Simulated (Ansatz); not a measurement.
Exact exchange and the electronic atomisation energy of CH6BNO2

The species is CH6BNO2 (11 atoms), meant as a singlet with charge 0. As SMILES, `COB(N)O`. The shape is that of a PBE0-D4/def2-TZVP optimisation. This is one conformer, not always the lowest.

The electronic atomisation energy y, in eV, basis 6-31G(d); a is the functional's share of exact exchange. Programs: Ansatz 0.2.0.

| functional | program | a | y (eV) |
| --- | --- | --- | --- |
| BLYP | Ansatz | 0 | 46.08 |
| r2SCAN | Ansatz | 0 | 46.11 |
| B3LYP | Ansatz | 0.2 | 46.00 |
| r2SCAN0 | Ansatz | 0.25 | 45.23 |
| PBE0 | Ansatz | 0.25 | ? |
| BHLYP | Ansatz | 0.5 | 44.40 |

**Question.** Fit y = c + s·a to the known rows and predict PBE0.

**Answer.** 
1. Means of the 5 rows: a = 0.1900, y = 45.564.
2. Σ(Δa)² = 0.172, Σ(Δa·Δy) = -0.5783, so the slope is -0.5783/0.172 = -3.3622.
3. Intercept: 45.564 − (-3.3622) × 0.1900 = 46.203. The largest residual of the fit is 0.47.
4. PBE0: 46.203 + (-3.3622) × 0.25 = 45.36 eV.

The run gave 46.03 eV, so the prediction is off by -0.67 eV, about the largest residual.

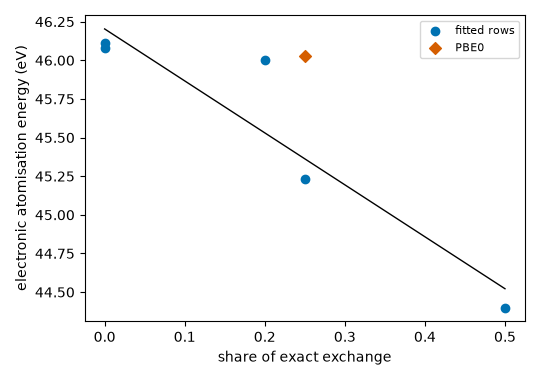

The fitted line, with the withheld row.
